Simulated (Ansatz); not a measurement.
# SiTe2 monolayer (1T): from the cell to its phonons, part 2 of 2

Aim: the vibrations of SiTe2 monolayer (1T), their spectra, and whether the structure is stable.

Ansatz 0.2.0; DFT PBEsol, scalar-relativistic, plane waves, PAW.

So far. Step 2 (Relaxation): The program solves this slab on a cell height of its own, 30.4 Å, in place of the one typed.

## Step 3: Relaxing to small forces for the phonons

Phonons need a cell at rest on their own settings, so the relaxation is repeated with tight tolerances on forces and stress, using the mesh and the filling of the phonon run that follows.

The input, input.yaml:

```yaml
crystal:
  lattice:
    - [3.7390263088, 0.0, 0.0]
    - [-1.8695131544, 3.2380917689, 0.0]
    - [0.0, 0.0, 30.424]
  atoms:
    - { symbol: Si, position: [0.0, 0.0, 0.328687878] }
    - { symbol: Te, position: [0.3333333333, 0.6666666667, 0.3818228849] }
    - { symbol: Te, position: [0.6666666667, 0.3333333333, 0.275552871] }
  periodic: [true, true, false]
kpoints:
  mp_grid: { grid: [15, 15, 1] }
hamiltonian:
  xc: pbesol
scf:
  occupations: { method: methfessel_paxton, width: 0.15 }
output:
  forces: true
  stress: true
  eigenvalues: true
  write_density: true
  write_potential: true
  elf: true
  volumetric_format: npy
relax:
  adjacent_minimum: "off"
  f_tol: 0.001
  max_steps: 60
  cell: { stress_2d_tol: 0.002 }
```

Launch:

```console
> ansatz run input.yaml --threads 8 --pin off --max-ram 14336MiB --backend cpu --events-out ev --progress --plain --runs-dir out
```

Numbers of over 12 decimals in the logs are rounded to 6 here.

What it wrote:

```text
[...]
Crystal: 3 atoms, lattice volume = 368.353 Å³
Basis set: ecut = 420 eV, 7265 PW (Γ), exchange–correlation on 50×50×432 points (8 copies of the dense FFT grid, shifted against one another)
Bands: 22, of which v1, the nominal top of the filled ones, is band 18 counted from 1 (17 counted from 0)
Symmetry: 12 space group operations
[...]
k-points: 27 of 225
[...]
° read free of the cell's end (the report's vacuum.weakly_bound_levels)
--- Relaxed structure (4 steps of the walk, 3 accepted, 1 SCFs on fresh bases) ---
[...]
cell:  # Å, volume = 368.4304 Å³
    - [3.739420, 0, 0]
    - [-1.869710, 3.238433, 0]
    - [0, 0, 30.424]
  atoms:
    - { symbol: Si, position: [0, 0, 0.328688] }
    - { symbol: Te, position: [0.333333, 0.666667, 0.381812] }
    - { symbol: Te, position: [0.666667, 0.333333, 0.275564] }
[key lines of the parts left out:]
SCF converged after 10 iterations
Free energy (F): -14424.391198 eV
Fermi energy:    -4.869084 eV
P = ½ c Tr σ = 0.0016 N/m
```

It took 12 s on 8 threads of Arm Neoverse V2, shared host; peak memory 0.98 GiB; 84 s of CPU time.

Little changed from the start: no atom moved by 0.005 Å and no cell edge by 0.1 %.

Numbers from this step:

```yaml
area_per_atom: 4.037 Å²
```

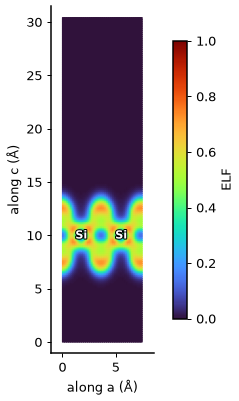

ELF in the ac plane at fractional y = 0.000, with atoms of Si within 0.2 Å of it. It is the smooth field of the valence electrons, not physical close to the nuclei. The map starts off the cell's origin, so that atoms lie inside it.

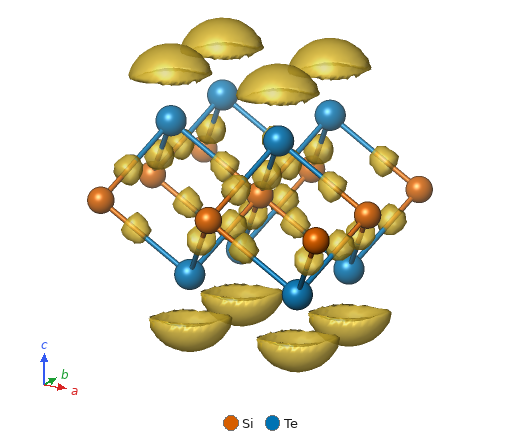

Surface of ELF = 0.75. 2×2×1 cells are drawn.

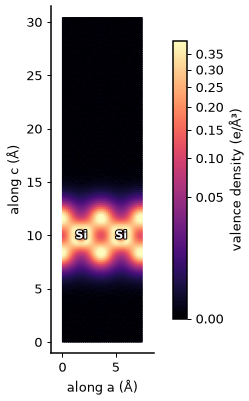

Valence density in the ac plane at fractional y = 0.000, with atoms of Si within 0.2 Å of it. It is the smooth field of the valence electrons, not physical close to the nuclei. The map starts off the cell's origin, so that atoms lie inside it. The colour scale is stretched toward low values.

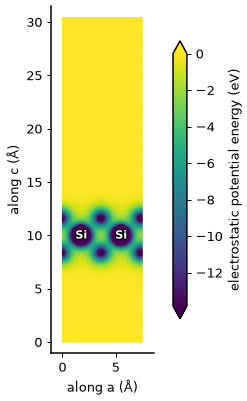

Electrostatic potential energy in the ac plane at fractional y = 0.000, with atoms of Si within 0.2 Å of it. With pseudopotentials it is smooth inside the atoms' cores, unlike the true potential. The map starts off the cell's origin, so that atoms lie inside it.

The largest force component left is 0.30 meV/Å, within the tolerances set.

## Step 4: Modes at Γ

The zone centre comes first: it holds the modes that light can see, as far as symmetry allows. No field response is asked, since the mesh shows no gap.

input.yaml, the sections that differ from step 3:

```yaml
crystal:
  lattice:
    - [3.7394202481, 0.0, 0.0]
    - [-1.869710124, 3.2384329303, 0.0]
    - [0.0, 0.0, 30.424]
  atoms:
    - { symbol: Si, position: [0.0, 0.0, 0.328687878] }
    - { symbol: Te, position: [0.3333333333, 0.6666666667, 0.381811638] }
    - { symbol: Te, position: [0.6666666667, 0.3333333333, 0.2755641179] }
  periodic: [true, true, false]
output:
  eigenvalues: true
phonons:
  method: dfpt
# kpoints, hamiltonian, scf: as in step 3
# relax: removed
```

What it wrote:

```text
Warning: crystal.symmetry: narrowed to the stabiliser of the run's FFT grids — unitary ops 12 → 6. A phonons.method: dfpt run fills in the rows of the dynamical matrix that it does not solve by its symmetry operations, which is exact only for operations that map its FFT grids onto themselves: filled in by any other, the frequencies could depend on the order in which like atoms are typed, or, by more than the grids' own error, on where the crystal sits among the grids' points. Excluded: 6 operations. The run can therefore solve more perturbations, solve them on more k-points, or both, and cost more. [rest of the remark cut]
[...]
Crystal: 3 atoms, lattice volume = 368.430 Å³
Basis set: ecut = 420 eV, 7265 PW (Γ), exchange–correlation on 50×50×432 points (8 copies of the dense FFT grid, shifted against one another)
Bands: 22, of which v1, the nominal top of the filled ones, is band 18 counted from 1 (17 counted from 0)
Symmetry: 12 space group operations
k-points: 64 of 225 (irreducible under 2 space group operations, time reversal used)
[...]
SCF iter   1: F=—  HF=-14424.393290 eV  |F-HF|=—  |Δ(HF+E_count)|=         —  Δρ=1.27e-3  dr2=1.01e-2  ethr=1.77e-3  ⟨swp⟩=14.2  Hψ=11213  notcnv=0
[...]
SCF iter   9: F=-14424.391198 eV  HF=-14424.391198 eV  |F-HF|=7.28e-11  |Δ(HF+E_count)|=   1.22e-9  S|Δr|=    0.00e0  Δρ=1.52e-8  dr2=9.13e-13  ethr=1.00e-12  ⟨swp⟩=15.4  Hψ=11427  notcnv=0
SCF 1 converged in 9 iterations: F = -14424.391198 eV  dr2 = 9.13e-13
[...]
DFPT response loops at Γ: preconditioner auto → none (partly filled bands, converged f_vac=0.751); β = 0.50; Broyden in place of MSR1
SCF converged after 9 iterations
[...]
Free energy (F): -14424.391198 eV
[...]
Internal energy: -14424.390348 eV  (E = F + TS)
E sigma→0 (E₀):  -14424.390985 eV
Entropy (-TS):   -0.000850 eV (-0.283 meV/atom)
Fermi energy:    -4.869084 eV
Step filling:    the computed levels leave a gap of 0.0000 eV = 0.0 smearing widths at the electron count; against every level under it full and every level over it empty, smearing changes F+E_penalty+E_count by -1.841 meV and its σ→0 estimate by -1.629 meV
[...]
--- Band table (eV; the first three rows and the last of 64) ---
  k-point 0: bands = [... 14 lower, -5.3608, -5.3608, -4.7756, -4.7756, -3.3433, -1.6588, -1.4920, -1.4920]
  k-point 1: bands = [... 14 lower, -6.0567, -5.6391, -5.0926, -4.6349, -2.9258, -1.7240 (-1.7240°), -1.4215, -1.2243]
  k-point 2: bands = [... 14 lower, -6.7505, -6.1117, -5.8767, -4.5643, -2.8157, -1.7505, -1.1876, -0.5992]
  k-point 63: bands = [... 14 lower, -8.8260, -7.9633, -6.9457, -5.7504, -3.6777, -1.8116, -0.3733, 0.2343]
  ° read free of the cell's end (the report's vacuum.weakly_bound_levels)
--- Phonons (Γ-DFPT): 6 representative perturbations + reference, on 64 of 225 k-points (Σ response iterations 22) ---
  ASR residual: 4.286e-5 → 0.000e0 eV/Å²; symmetrization residual: 4.779e-6 eV/Å²
  The last average, over the group as it would stand without the narrowing to the FFT grids, took up to 6.594e-7 eV/Å² of the zone centre's force constants
  ASR residual per site (eV/Å²): 8.19e-6 4.29e-5 4.21e-5
  Γ frequencies (cm⁻¹): 0.00 0.00 0.00 81.99 81.99 147.70 205.73 205.73 304.09
  non-analytic LO–TO correction: not included (Born effective charges unavailable; polar crystals: no LO–TO splitting at Γ)
```

Elapsed: 47 s, on 8 threads; peak memory 2.2 GiB.

Numbers from this step:

```
sum-rule residual before enforcement                    : 4.29e-5 eV/Å²
point group                                             : -3m
highest optical mode at the zone centre (no LO-TO term) : 304.1 cm⁻¹
lowest optical zone-centre mode                         : 81.99 cm⁻¹
```

Patterns of degenerate modes are one choice out of their space. The modes at Γ (shares of kinetic energy by element, %):

| mode | frequency (cm⁻¹) | symmetry | Si % | Te % |
| --- | --- | --- | --- | --- |
| 1 | 0.0 | acoustic | 10 | 90 |
| 2 | 0.0 | acoustic | 10 | 90 |
| 3 | 0.0 | acoustic | 10 | 90 |
| 4 | 82.0 | Eg | 0 | 100 |
| 5 | 82.0 | Eg | 0 | 100 |
| 6 | 147.7 | A1g | 0 | 100 |
| 7 | 205.7 | Eu | 90 | 10 |
| 8 | 205.7 | Eu | 90 | 10 |
| 9 | 304.1 | A2u | 90 | 10 |

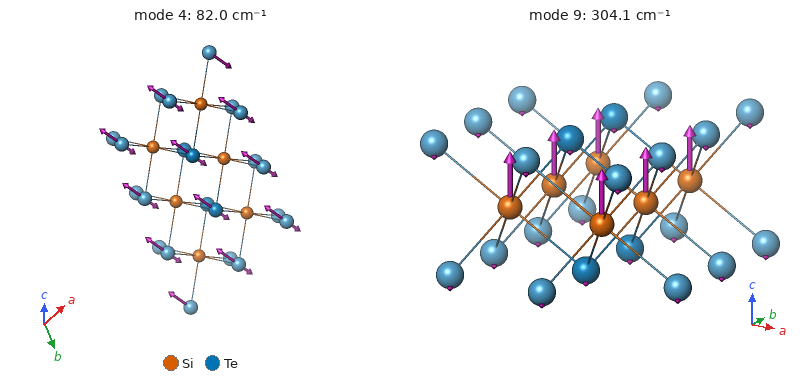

Displacement patterns of modes 4 and 9 at Γ; arrows are exaggerated. 1×2×1 cells are drawn. Some periodic images of atoms are drawn too.

Before it was imposed, the acoustic sum rule was missed by 4.3e-5 eV/Å². Small misses are needed for a sound result but don't prove that mesh and cutoff are converged. The lowest optical mode is real, 82.0 cm⁻¹.

## Step 5: Response at finite wavevector

Stability and thermal properties need the whole zone. Linear response on a 3×3×1 q mesh gives force constants as far as a supercell of that size would.

input.yaml, as its differences from that of step 4:

```diff
@@ -20 +20,10 @@
   method: dfpt
+  qmesh: [3, 3, 1]
+  temperatures: { t_max: 1000, t_step: 50 }
+  qpath:
+    path:
+      - [0.0, 0.0, 0.0]
+      - [0.5, 0.0, 0.0]
+      - [0.33333333, 0.33333333, 0.0]
+      - [0.0, 0.0, 0.0]
+    npoints: 10
```

What it wrote:

```text
[...]
Crystal: 3 atoms, lattice volume = 368.430 Å³
Basis set: ecut = 420 eV, 7265 PW (Γ), exchange–correlation on 50×50×432 points (8 copies of the dense FFT grid, shifted against one another)
Bands: 22, of which v1, the nominal top of the filled ones, is band 18 counted from 1 (17 counted from 0)
Symmetry: 12 space group operations
k-points: 27 of 225 (irreducible under 6 space group operations, time reversal used)
[...]
SCF iter   1: F=—  HF=-14424.393238 eV  |F-HF|=—  |Δ(HF+E_count)|=         —  Δρ=1.28e-3  dr2=9.99e-3  ethr=1.77e-3  ⟨swp⟩=14.0  Hψ=4719  notcnv=0
[...]
SCF iter   9: F=-14424.391198 eV  HF=-14424.391198 eV  |F-HF|=7.28e-12  |Δ(HF+E_count)|=   1.04e-9  S|Δr|=    0.00e0  Δρ=1.56e-8  dr2=9.77e-13  ethr=1.00e-12  ⟨swp⟩=14.9  Hψ=4623  notcnv=0
SCF 1 converged in 9 iterations: F = -14424.391198 eV  dr2 = 9.77e-13
[...]
phonons: the bands overlap, so this run is a metal and interpolates without the dipole-dipole term. If the crystal is really an insulator or semiconductor, its LO-TO splitting is missing
NSCF: frozen V_eff on 27 k-points
WARN: eigensolver did not converge in 7 slots of this pass, the one above among them; of largest residual over every band (k=15): 1 band(s) unlocked (lowest unlocked band 21, counted from 0; max residual 8.72e-5 eV among the unlocked bands, 8.72e-5 eV over every band); of lowest unlocked band (k=3): band 21
[...]
DFPT response loops at q = (0, 0, 0) (fractional): preconditioner auto → none (partly filled bands, converged f_vac=0.751); β = 0.50; Broyden in place of MSR1
[...]
SCF converged after 9 iterations
[...]
Free energy (F): -14424.391198 eV
[...]
Internal energy: -14424.390348 eV  (E = F + TS)
E sigma→0 (E₀):  -14424.390985 eV
Entropy (-TS):   -0.000850 eV (-0.283 meV/atom)
Fermi energy:    -4.869084 eV
[...]
--- Band table (eV; the first three rows and the last of 27) ---
  k-point 0: bands = [... 14 lower, -5.3608, -5.3608, -4.7756, -4.7756, -3.3433, -1.6588, -1.4920, -1.4920]
  k-point 1: bands = [... 14 lower, -6.0567, -5.6391, -5.0926, -4.6349, -2.9258, -1.7240 (-1.7240°), -1.4215, -1.2243]
  k-point 2: bands = [... 14 lower, -6.7505, -6.1117, -5.8767, -4.5643, -2.8157, -1.7505, -1.1876, -0.5992]
  k-point 26: bands = [... 14 lower, -9.4759, -9.3134, -6.3451, -6.3451, -4.2465, -0.7961, -0.7961, -0.2337]
  ° read free of the cell's end (the report's vacuum.weakly_bound_levels)
--- Phonons (Γ-DFPT): 6 representative perturbations + reference (Σ response iterations 22) ---
  ASR residual: 4.460e-5 → 0.000e0 eV/Å²; symmetrization residual: 2.036e-6 eV/Å²
[...]
ASR residual per site (eV/Å²): 3.93e-6 4.46e-5 4.26e-5
  Γ frequencies (cm⁻¹): 0.00 0.00 0.00 81.99 81.99 147.70 205.73 205.73 304.09
--- Phonons (arbitrary-q DFPT): 3 irreducible q on the 3×3×1 mesh ---
  q = [0.0000, 0.0000, 0.0000] (star 1, of the zone-centre solve; hermiticity 4.73e-7, symmetrization 3.93e-11, taken by the last average 9.78e-8): -0.00 0.00 0.00 81.99 81.99 147.70 205.73 205.73 304.09
  q = [0.0000, 0.3333, 0.0000] (star 6, 9 solved perturbations on 120 of 225 k-point pairs; hermiticity 8.74e-7, symmetrization 1.76e-10, taken by the last average 1.65e-7): 44.59 44.63 73.91 87.80 113.84 126.63 229.11 251.18 299.55
  q = [0.3333, 0.3333, 0.0000] (star 2, 6 solved perturbations in 498 linear systems a pass and spin channel, the states on 120 of 225 k-point pairs; hermiticity 9.59e-7, symmetrization 2.49e-7, taken by the last average 4.02e-7): 53.50 103.51 104.48 104.48 108.06 108.06 223.19 278.88 278.88
  sum rule: each row above includes the acoustic sum rule's correction from the zone centre's row sums; it moved no ω² by more than (0.31 cm⁻¹)²
  mesh force constants: q→R imaginary residual 0.00e0; ASR residual 4.460e-5 → 0.000e0 eV/Å²; symmetrization residual 7.994e-15 eV/Å²
  interpolated dispersion: 31 rows × 9 modes
  density of states and harmonic sums: on the 21×21×1 q-mesh, interpolated from the force constants of a 3×3×1 supercell (no non-analytic term)
  largest difference from the sums on the solved wave vectors: F 3.63e-2 eV, S 4.69e-5 and C_V 1.06e-5 eV/K
  zero-point energy: 0.078696 eV/cell   skipped modes (ω ≤ 0): 14, of them read as no rigid motion or as one in doubt: 11 (2.041e-1 modes/cell left out, lowest -24.75 cm⁻¹)   left out of the sums: 2.34e-2 of the cell's modes: C_V's classical limit lies that fraction below 3 k_B per atom; for a crystal, a wire or a layer, F and S can be off by more, and a phonons.interpolated_qmesh denser along its periods is the remedy for the sampling
```

Elapsed: 3.4 min, on 8 threads; peak memory 2.8 GiB.

Numbers from this step:

```
sum-rule residual before enforcement                    : 4.46e-5 eV/Å²
lowest frequency on the path                            : -24.48 cm⁻¹
highest frequency on the path or at a solved wavevector : 320.5 cm⁻¹
lowest mode on the q mesh (acoustic modes at Γ apart)   : 44.59 cm⁻¹
```

Frequencies (cm⁻¹) solved at each irreducible wavevector; negative means imaginary. Frequencies by wavevector, by row:

| q in reciprocal lattice units | star | mode 1 | mode 2 | mode 3 | mode 4 | mode 5 | mode 6 | mode 7 | mode 8 | mode 9 |
| --- | --- | --- | --- | --- | --- | --- | --- | --- | --- | --- |
| 0 0 0 | 1 | 0 | 0 | 0 | 82 | 82 | 147.7 | 205.7 | 205.7 | 304.1 |
| 0 0.3333 0 | 6 | 44.6 | 44.6 | 73.9 | 87.8 | 113.8 | 126.6 | 229.1 | 251.2 | 299.6 |
| 0.3333 0.3333 0 | 2 | 53.5 | 103.5 | 104.5 | 104.5 | 108.1 | 108.1 | 223.2 | 278.9 | 278.9 |

Interpolated from a 3×3×1 q mesh. Phonon branches along the path, in cm⁻¹:

| point | branch 1 | branch 2 | branch 3 | branch 4 | branch 5 | branch 6 | branch 7 | branch 8 | branch 9 |
| --- | --- | --- | --- | --- | --- | --- | --- | --- | --- |
| Γ | 0 | 0 | 0 | 82 | 82 | 148 | 206 | 206 | 304 |
| M | 40 | 74 | 74 | 97 | 113 | 120 | 234 | 236 | 320 |
| K | 54 | 104 | 104 | 104 | 108 | 108 | 223 | 279 | 279 |
| Γ | 0 | 0 | 0 | 82 | 82 | 148 | 206 | 206 | 304 |

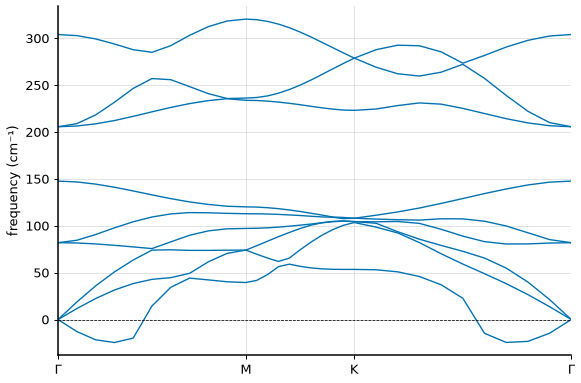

Phonon branches along the path.

The phonon density of states has structure finer than the step of the table below, so its rows give means over 20 cm⁻¹, whole bins alone (the curve runs from -27.5 to 322 cm⁻¹). Peaks (cm⁻¹: height): -22.5: 0.0234, 52.5: 0.0662, 82.5: 0.0730, 112.5: 0.110, 232.5: 0.0836, 257.5: 0.0422, 292.5: 0.0380.

Tetrahedra on a 21×21×1 mesh, mean over bins of 5 cm-1. Interpolated from a 3×3×1 q mesh. The phonon density of states by wavenumber; means over each step:

| wavenumber (cm⁻¹) | phonon density of states (1/cm⁻¹/cell) |
| --- | --- |
| 0 | 0.00346 |
| 20 | 0.00887 |
| 40 | 0.0344 |
| 60 | 0.0428 |
| 80 | 0.0592 |
| 100 | 0.0727 |
| 120 | 0.0550 |
| 140 | 0.0146 |
| 160 | 3.6e-4 |
| 180 | 0 |
| 200 | 0.00326 |
| 220 | 0.0320 |
| 240 | 0.0363 |
| 260 | 0.0272 |
| 280 | 0.0165 |
| 300 | 0.0272 |

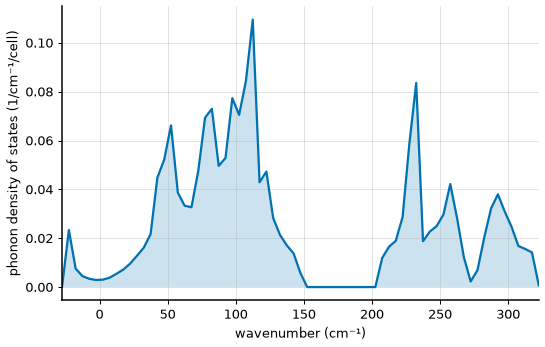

Phonon density of states, plotted against wavenumber.

The partial phonon density of states has structure finer than the step of the table below, so its rows give means over 20 cm⁻¹, whole bins alone (the curve runs from -34.8 to 339 cm⁻¹). Peaks (cm⁻¹: height): Si 231.2: 0.0677, 261.8: 0.0345, 294.7: 0.0343; Te -23.0: 0.0159, 49.9: 0.0528, 78.2: 0.0757, 111.1: 0.100.

Phonopy on the run's constants, 17x17x1 mesh, Gaussian sigma 2.7 cm-1. Interpolated from a 3×3×1 q mesh. Partial phonon density of states against wavenumber; means over each step; values in 1/cm⁻¹/cell:

| wavenumber (cm⁻¹) | Si | Te |
| --- | --- | --- |
| -20 | 9.0e-4 | 0.00826 |
| 0 | 2.8e-4 | 0.00249 |
| 20 | 8.6e-4 | 0.00808 |
| 40 | 0.00292 | 0.0316 |
| 60 | 0.00285 | 0.0388 |
| 80 | 0.00124 | 0.0587 |
| 100 | 0.00111 | 0.0711 |
| 120 | 9.0e-4 | 0.0549 |
| 140 | 2.0e-4 | 0.0144 |
| 160 | 5.5e-7 | 2.2e-4 |
| 180 | 0 | 0 |
| 200 | 0.00301 | 3.0e-4 |
| 220 | 0.0290 | 0.00271 |
| 240 | 0.0330 | 0.00342 |
| 260 | 0.0251 | 0.00196 |
| 280 | 0.0158 | 0.00119 |
| 300 | 0.0253 | 0.00142 |
| 320 | 0.00758 | 2.9e-4 |

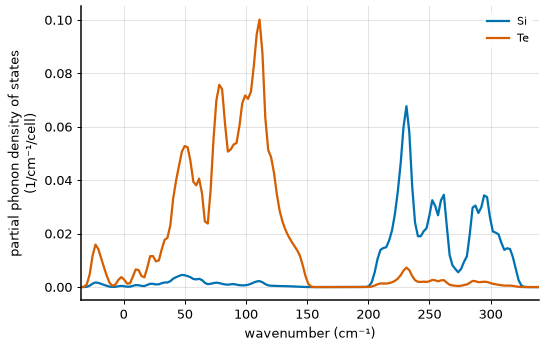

Partial phonon density of states, plotted against wavenumber.

Symmetry leaves 3 wavevectors to solve. The lowest mode among them, the acoustic zeros apart, lies at q = (0, 0.333, 0) and is real, 44.6 cm⁻¹. Between them the interpolated path dips to 24i cm⁻¹.

## Step 6: Another isotope, element Si, natural mass 28.085 amu

An isotope changes the mass and not the force constants, so no new electronic calculation is needed; the shifts show which modes move this element.

The same force constants with the mass of Si changed from 28.085 to 29.974 u (phonopy, no LO-TO term). Both lists are sorted by frequency; levels can cross, so a row need not hold one and the same mode. Modes under 3 cm⁻¹ are left out. Isotope shifts, by row:

| q | rank | natural mass (cm⁻¹) | changed mass (cm⁻¹) |
| --- | --- | --- | --- |
| 0 0 0 | 4 | 81.99 | 81.99 |
| 0 0 0 | 5 | 81.99 | 81.99 |
| 0 0 0 | 6 | 147.7 | 147.7 |
| 0 0 0 | 7 | 205.7 | 199.8 |
| 0 0 0 | 8 | 205.7 | 199.8 |
| 0 0 0 | 9 | 304.1 | 295.3 |
| 0 0.3333 0 | 1 | 44.59 | 44.46 |
| 0 0.3333 0 | 2 | 44.63 | 44.46 |
| 0 0.3333 0 | 3 | 73.91 | 73.9 |
| 0 0.3333 0 | 4 | 87.8 | 87.77 |
| 0 0.3333 0 | 5 | 113.8 | 113.8 |
| 0 0.3333 0 | 6 | 126.6 | 126.6 |
| 0 0.3333 0 | 7 | 229.1 | 222.4 |
| 0 0.3333 0 | 8 | 251.2 | 243.9 |
| 0 0.3333 0 | 9 | 299.6 | 290.4 |
| 0.3333 0.3333 0 | 1 | 53.5 | 53.39 |
| 0.3333 0.3333 0 | 2 | 103.5 | 103.5 |
| 0.3333 0.3333 0 | 3 | 104.5 | 104.4 |
| 0.3333 0.3333 0 | 4 | 104.5 | 104.4 |
| 0.3333 0.3333 0 | 5 | 108.1 | 108 |
| 0.3333 0.3333 0 | 6 | 108.1 | 108 |
| 0.3333 0.3333 0 | 7 | 223.2 | 216.5 |
| 0.3333 0.3333 0 | 8 | 278.9 | 270.4 |
| 0.3333 0.3333 0 | 9 | 278.9 | 270.4 |

A mode of this element alone would shift by -3.20 %. The highest zone-centre frequency without the field goes from 304.1 to 295.3 cm⁻¹ (-2.9 %). The product of the frequency ratios over all optical modes at Γ is 0.916; the product rule, (m/m′)^(3k/2) (M′/M)^(3/2) with k = 1 such atoms and M the mass of the cell, gives 0.916.

## Step 7: Isotope substitution, element Te, natural mass 127.6 amu

The same for Te, from 127.60 to 129.91 u.

A mode of this element alone would shift by -0.89 %. The highest zone-centre frequency without the field goes from 304.1 to 303.8 cm⁻¹ (-0.1 %). The product of the frequency ratios over all optical modes at Γ is 0.971; the product rule, (m/m′)^(3k/2) (M′/M)^(3/2) with k = 2 such atoms and M the mass of the cell, gives 0.971.

## Step 8: What came out

| Property | Result |
| --- | --- |
| space group after relaxation (within 0.01 Å) | P-3m1 |
| area per atom | 4.04 Å² |
| electronic character | no gap on this mesh |
| highest optical mode at the zone centre (no LO-TO term) | 304 cm⁻¹ |
| lowest optical zone-centre mode | 82.0 cm⁻¹ |
| lowest mode on the q mesh (acoustic modes at Γ apart) | 44.6 cm⁻¹ |
| highest frequency on the path or at a solved wavevector | 320 cm⁻¹ |
| imaginary modes on the 3×3×1 q mesh | none |

What this shows: No mode is imaginary at the 3 irreducible wavevectors solved, but between them the interpolated path dips to 24.5i cm⁻¹, so stability is not settled. The optical modes at Γ span 82 to 304 cm⁻¹. The highest mode in this list at Γ, 304.1 cm⁻¹, is mostly motion of Si (90 % of the kinetic energy). The interpolated path dips to 24i cm⁻¹ between the solved wavevectors, which may come from the interpolation; a denser q mesh would tell. With no gap, or one that is small against the smearing, the frequencies hang on the k mesh and the smearing, most of all near Kohn anomalies. In a sheet or slab the interpolated bending branch near Γ is rough, since the rotational sum rule isn't imposed. Spin-orbit coupling is left out, which can matter for the heavy elements here. A phonon run warned that its eigensolver left some bands unconverged in a pass. The starting cell was built on a prototype and not taken from a measurement. These are harmonic frequencies at zero temperature: anharmonic shifts, linewidths and thermal expansion are left out.

[Logs are printed without paths, hosts, clocks, repeated set-up lines and the standing remarks that a program may print on its own settings, such as how far it seeks lower states.]

[Hosts, paths, dates, database ids (printed as entryN), source tags and the programs' standing remarks are cut or masked in the printed files.]
